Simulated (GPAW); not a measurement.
# Optical response of Rb

Aim: the dielectric function of Rb, and the optical constants that follow from it. The cell comes from an older database entry, whose edges can differ from later determinations, mostly by under a per cent.

Method: DFT, PBE, plane-wave PAW (GPAW data sets), scalar-relativistic, RPA, optical limit, in GPAW 26.7.0.

The database entry behind the starting cell lists a temperature near 78 K, so it need not match the best structure at ambient conditions.

### 1. The structure

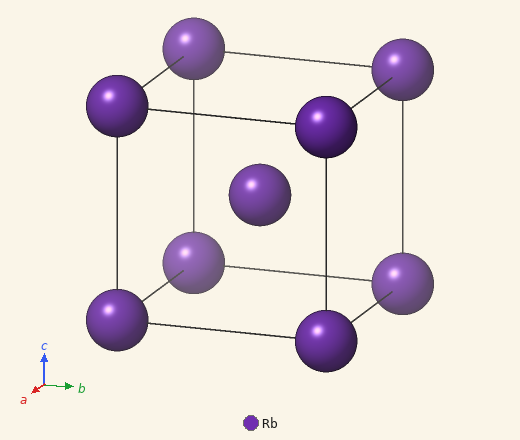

Start, viewed slightly off an axis; rubidium purple. This picture shows the conventional cell, with its axes. Some periodic images of atoms are drawn too.

As a file:

```cif
data_structure
_symmetry_space_group_name_H-M 'P 1'
_symmetry_Int_Tables_number 1
_cell_length_a 4.8541
_cell_length_b 4.8541
_cell_length_c 4.8541
_cell_angle_alpha 109.471
_cell_angle_beta 109.471
_cell_angle_gamma 109.471
_cell_volume 88.04
loop_
_atom_site_label
_atom_site_type_symbol
_atom_site_fract_x
_atom_site_fract_y
_atom_site_fract_z
_atom_site_occupancy
Rb1 Rb 0.00000 0.00000 0.00000 1
```

### 2. Bands for the response

The response needs many more empty bands than the density does.

This step: DFT, PBE, plane-wave PAW (GPAW data sets), scalar-relativistic, bands at fixed density (GPAW 26.7.0).

nscf.py reads:

```python
from ase.dft.bandgap import bandgap
from gpaw import GPAW, FermiDirac

calc = GPAW('gs.gpw').fixed_density(kpts={'size': (11, 11, 11), 'gamma': True}, nbands=52, convergence={'bands': 46},
                                    occupations=FermiDirac(0.05), txt='nscf.txt')
print('gap (eV)', bandgap(calc, output=None)[0])
print('direct gap (eV)', bandgap(calc, direct=True, output=None)[0])
print('top band over the Fermi level (eV)', min(calc.get_eigenvalues(kpt=k)[45] for k in range(len(calc.get_ibz_k_points()))) - calc.get_fermi_level())
calc.write('full.gpw', mode='all')
```

Started as:

```console
$ OMP_NUM_THREADS=1 python nscf.py
```

Numbers of over 12 decimals in the logs are rounded to 6 here.

Output:

```text
Diagonalizing LCAO Hamiltonian
Converting LCAO to pw mode
convergence criteria:
- Maximum integral of absolute [eigenst]ate change: 4e-08 eV^2 / valence electron
maximum number of iterations: 150

SCF iterations
|iter     |      energy | eigst |  dens |
|iter:   1||             | +4.13 |       |
|iter:   2||             | +2.80 |       |
|iter:   3||             | +1.68 |       |
|iter:   4||             | +0.27 |       |
|iter:   5||             | -0.97 |       |
|iter:   6||             | -2.06 |       |
|iter:   7||             | -2.99 |       |
|iter:   8||             | -4.06 |       |
|iter:   9||             | -5.01 |       |
|iter:  10||             | -6.04 |       |
|iter:  11||             | -6.77 |       |
|iter:  12||             | -7.24 |       |
|iter:  13||             | -7.71c|       |
SCF steps: 13
  __  _  _
 | _ |_)|_||  |
 |__||  | ||/\| - 26.7.0

Versions:
  Python: 3.12.14
  ASE:    3.29.0
  Numpy:  2.5.5
  Scipy:  1.18.1
  Libxc:  7.0.0

Input parameters:
  mode=PW(ecut=500.0),
  convergence={'bands': 46},
  gpts=array([27, 27, 27]),
  kpts=MonkhorstPack(size=(11, 11, 11), gamma=True),
  maxiter=150,
  nbands=52,
  occupations=Occupations(name='fermi-dirac', width=0.05, fixmagmom=False),
  parallel={},
  xc=XC(name='PBE')

--- standard output ---
gap (eV) 0.0
direct gap (eV) 0.0
top band over the Fermi level (eV) 28.875201
```

Elapsed: 5.6 min, on 1 thread of Intel Xeon at 2.50GHz (Skylake/Cascade Lake), shared host; peak memory 0.27 GiB.

### 3. Dielectric function, RPA

Local fields let the induced charge screen the field inside the cell, which as a rule lowers ε, most along directions where the density is uneven.

This step: DFT, PBE, plane-wave PAW (GPAW data sets), scalar-relativistic, RPA, optical limit (GPAW 26.7.0).

df.py reads:

```python
from gpaw.response.df import DielectricFunction

df = DielectricFunction('full.gpw', frequencies={'type': 'nonlinear', 'domega0': 0.03, 'omega2': 8},
                        ecut=50,
                        eta=0.15,
                        nbands=46,
                        rate=0.05,
                        txt='df.txt')
for direction in ['x']:
    df.get_dielectric_function(xc='RPA', direction=direction, filename=f'df_{direction}.csv')
```

Started as:

```console
$ OMP_NUM_THREADS=1 python df.py
```

Output:

```text
Using integrator: PointIntegrator
NonLinearFrequencyDescriptor(from 0.000 to 61.014 eV, 490 points)
Nonperiodic BCs:  [False False False]
Using integrator: PointIntegrator
NonLinearFrequencyDescriptor(from 0.000 to 61.014 eV, 490 points)
Nonperiodic BCs:  [False False False]
Using integrator: PointIntegrator

Calculating chi0 body with:
    Ground state adapter containing:
    Number of spins: 1
    Number of kpoints: 1331
    Number of irreducible kpoints: 56
    Number of completely occupied states: 4
    Number of partially occupied states: 5

    Linear response parametrization:
    q_c: [0.0, 0.0, 0.0]
    Number of frequency points: 490
    Planewave cutoff: 50.0
    Number of bands: 46
    Number of planewaves: 79
    Broadening (eta): 0.15

Integrating chi0 body.

Symmetries of q_c:
    Direct symmetries (Uq -> q): 48
    Indirect symmetries (TUq -> q): 0
In total 48 allowed symmetries.

56 groups of equivalent kpoints. 95.792637% reduction.

Integral kind: spectral function

Calculating chi0 optical extensions with:
    Ground state adapter containing:
    Number of spins: 1
    Number of kpoints: 1331
    Number of irreducible kpoints: 56
    Number of completely occupied states: 4
    Number of partially occupied states: 5

    Linear response parametrization:
    Number of frequency points: 490
    Planewave cutoff: 50.0
    Number of bands: 46
    Number of planewaves: 79
    Broadening (eta): 0.15
Integrating chi0 head and wings.

Symmetries of q_c:
    Direct symmetries (Uq -> q): 48
    Indirect symmetries (TUq -> q): 0
In total 48 allowed symmetries.

56 groups of equivalent kpoints. 95.792637% reduction.

Integral kind: spectral function wings

Calculating drude chi0 with:
    Number of frequency points:490
    Plasma frequency decay rate: 0.05 eV

    Ground state adapter containing:
    Number of spins: 1
    Number of kpoints: 1331
    Number of irreducible kpoints: 56
    Number of completely occupied states: 4
    Number of partially occupied states: 5

Symmetries of q_c:
    Direct symmetries (Uq -> q): 48
    Indirect symmetries (TUq -> q): 0
In total 48 allowed symmetries.

56 groups of equivalent kpoints. 95.792637% reduction.

Integral kind: intraband
Plasma frequency:
[[3.42-0.j 0.  +0.j 0.  -0.j]
 [0.  +0.j 3.42-0.j 0.  -0.j]
 [0.  -0.j 0.  +0.j 3.42-0.j]]
```

Wall time 45 s (1 thread); peak memory 0.33 GiB.

Numbers from this step:

```
centre of weight of the strongest loss peak in the window : 3.188 eV
```

Some rows of df_x.csv (energy; Re and Im without local fields; Re and Im with them):

```text
0.000000, 4676.441083, -0.000000, 4676.306656, -0.000000
0.429336, -58.872536, 14.466535, -59.009089, 14.464403
0.878195, -13.026996, 2.234962, -13.166714, 2.221834
1.347938, -4.391108, 1.232998, -4.536142, 1.195620
1.840057, -2.048743, 0.638890, -2.169494, 0.615595
2.356191, -0.904922, 0.390537, -1.012527, 0.373421
2.898142, -0.180883, 0.244872, -0.284923, 0.232119
3.467895, 0.305217, 0.199730, 0.200571, 0.188556
4.067647, 0.619879, 0.125232, 0.512665, 0.118595
4.699832, 0.817881, 0.229860, 0.709677, 0.233610
5.367152, 0.954948, 0.178702, 0.832538, 0.170645
6.072622, 1.000556, 0.127763, 0.889625, 0.129977
6.819608, 0.996714, 0.151538, 0.884334, 0.172637
7.611886, 1.076718, 0.091315, 0.942007, 0.139195
8.453705, 1.156439, 0.039697, 0.976775, 0.080250
9.349861, 1.243790, 0.025701, 1.033266, 0.052874
10.305790, 1.332806, 0.023477, 1.097744, 0.033117
11.327680, 1.435165, 0.021577, 1.148952, 0.022592
12.422601, 1.627024, 0.044269, 1.249628, 0.032008
13.598673, 1.753096, 0.314015, 1.247217, 0.162584
```

The Im ε, E ∥ x has structure finer than the step of the table below, so its rows give means over 1 eV, whole bins alone (the curve runs from 0.305 to 14.0 eV). Peaks (eV: height): 1.5: 1.34, 13.3: 0.205.

Sum at mesh points, not converged in k. Im ε, E ∥ x against photon energy; means over each step:

| photon energy (eV) | Im ε, E ∥ x |
| --- | --- |
| 1 | 2.51 |
| 2 | 0.639 |
| 3 | 0.247 |
| 4 | 0.142 |
| 5 | 0.186 |
| 6 | 0.173 |
| 7 | 0.157 |
| 8 | 0.109 |
| 9 | 0.0598 |
| 10 | 0.0372 |
| 11 | 0.0293 |
| 12 | 0.0257 |
| 13 | 0.121 |

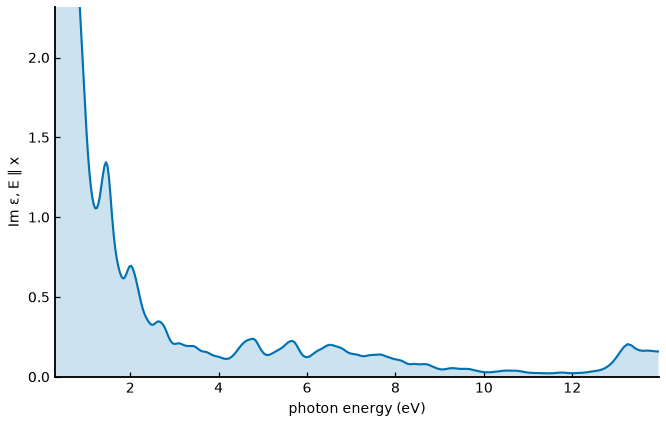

Im ε, E ∥ x, plotted against photon energy. Below 1 eV the curve runs off the scale.

Values under 1 per cm are given as 1; sum at mesh points, not converged in k. Absorption coefficient, E ∥ x against photon energy:

```csv
photon energy (eV),"absorption coefficient, E ∥ x (1/cm)"
1,3.2e5
2,2.7e5
3,1.4e5
4,36346
5,46172
6,40379
7,54086
8,45547
9,21837
10,14545
11,13990
12,12581
13,69625
```

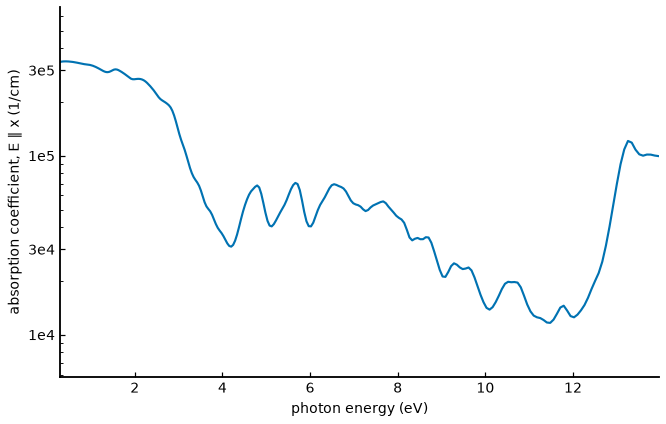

Absorption coefficient, E ∥ x against photon energy.

The Im ε, E ∥ x has structure finer than the step of the table below, so its rows give means over 1 eV, whole bins alone (the curve runs from 0.305 to 14.0 eV). Peaks (eV: height): without local fields 1.5: 1.39; with local fields 1.5: 1.34, 13.3: 0.205.

Sum at mesh points, not converged in k. Im ε, E ∥ x against photon energy; means over each step:

```
photon energy (eV)  without local fields  with local fields
                 1                  2.53               2.51
                 2                 0.664              0.639
                 3                 0.262              0.247
                 4                 0.148              0.142
                 5                 0.186              0.186
                 6                 0.173              0.173
                 7                 0.131              0.157
                 8                0.0630              0.109
                 9                0.0292             0.0598
                10                0.0227             0.0372
                11                0.0231             0.0293
                12                0.0314             0.0257
                13                 0.205              0.121
```

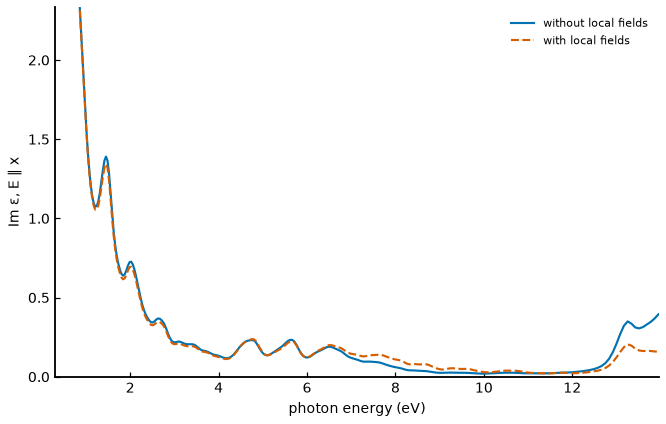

Im ε, E ∥ x against photon energy. Below 1 eV the curve runs off the scale.

The loss function −Im 1/ε at q → 0, E ∥ x has structure finer than the step of the table below, so its rows give means over 1 eV, whole bins alone (the curve runs from 0.305 to 14.0 eV). Peaks (eV: height): 3.2: 4.92.

Sum at mesh points, not converged in k. The loss function −Im 1/ε at q → 0, E ∥ x by energy loss; means over each step:

```csv
energy loss (eV),"loss function −Im 1/ε at q → 0, E ∥ x"
1,0.0250
2,0.204
3,2.58
4,0.741
5,0.318
6,0.224
7,0.185
8,0.120
9,0.0592
10,0.0326
11,0.0232
12,0.0176
13,0.0715
```

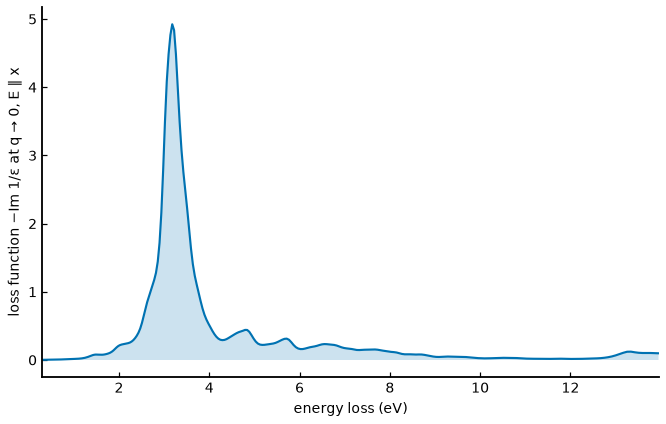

Loss function −Im 1/ε at q → 0, E ∥ x, plotted against energy loss.

Sum at mesh points, not converged in k. Reflectivity at normal incidence, E ∥ x against photon energy; read off at these points:

| photon energy (eV) | reflectivity at normal incidence, E ∥ x (%) |
| --- | --- |
| 1 | 91.3 |
| 2 | 68.6 |
| 3 | 46.5 |
| 4 | 3.43 |
| 5 | 0.963 |
| 6 | 0.250 |
| 7 | 0.213 |
| 8 | 0.100 |
| 9 | 0.0147 |
| 10 | 0.0327 |
| 11 | 0.0887 |
| 12 | 0.212 |
| 13 | 0.603 |

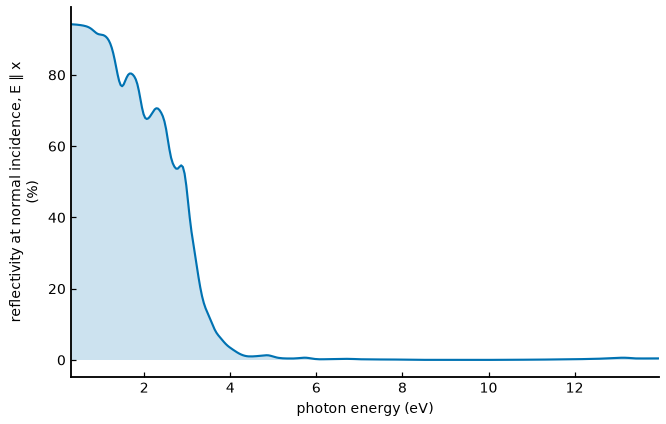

Reflectivity at normal incidence, E ∥ x against photon energy.

Optical constants at common wavelengths, from n + ik = √ε:

| wavelength (nm) | n | k | R (%) | 1/α |
| --- | --- | --- | --- | --- |
| 1550 | 0.33 | 4.028 | 92.7 | 31 nm |
| 800 | 0.30 | 1.933 | 78.1 | 33 nm |
| 532 | 0.19 | 1.051 | 70.4 | 40 nm |
| 365 | 0.46 | 0.211 | 15.6 | 138 nm |
| 308 | 0.71 | 0.087 | 3.2 | 282 nm |
| 248 | 0.84 | 0.091 | 1.0 | 216 nm |
| 193 | 0.96 | 0.099 | 0.3 | 155 nm |

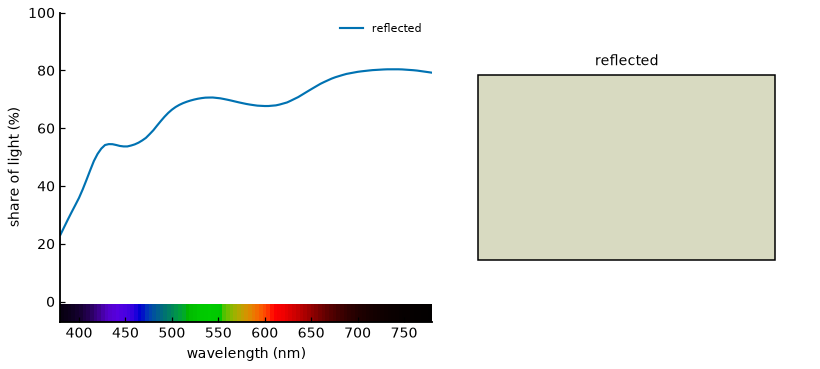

Light reflected across the visible range, with the colour that it makes of daylight (sRGB).

A polished face would reflect 69 % of daylight and look faintly yellow-green (CIE x = 0.328, y = 0.357 under D65).

### 4. Results

```yaml
centre_of_weight_of_the_strongest_loss_peak_in_the_window_first_axis: 3.19 eV
```

At this level (PBE, RPA) Rb is a metal. The mesh is too coarse to trust the carriers' weight, the reflectivity or the colour to better than tens of per cent. A polished face would reflect 69 % of daylight and look faintly yellow-green (CIE x = 0.328, y = 0.357 under D65). The carriers' damping of 0.05 eV is typed, not computed; it shapes the response at the lowest energies. GPAW's carrier term has the form −ωp²/(ω + i·rate)², which damps like twice the rate and fails at low energy, so the curves leave the lowest energies out. The sum runs over mesh points 0.14 Å⁻¹ apart with no interpolation, so peaks are partly noise of the mesh, and the Drude plasma energy, a sum over the Fermi surface, isn't converged.

[Machine, clock and banner lines and Python warnings are left out of the logs.]

[Logs are printed without paths, hosts, clocks, repeated set-up lines and the standing remarks that a program may print on its own settings, such as how far it seeks lower states.]

[Hosts, paths, dates, database ids (printed as entryN), source tags and the programs' standing remarks are cut or masked in the printed files.]
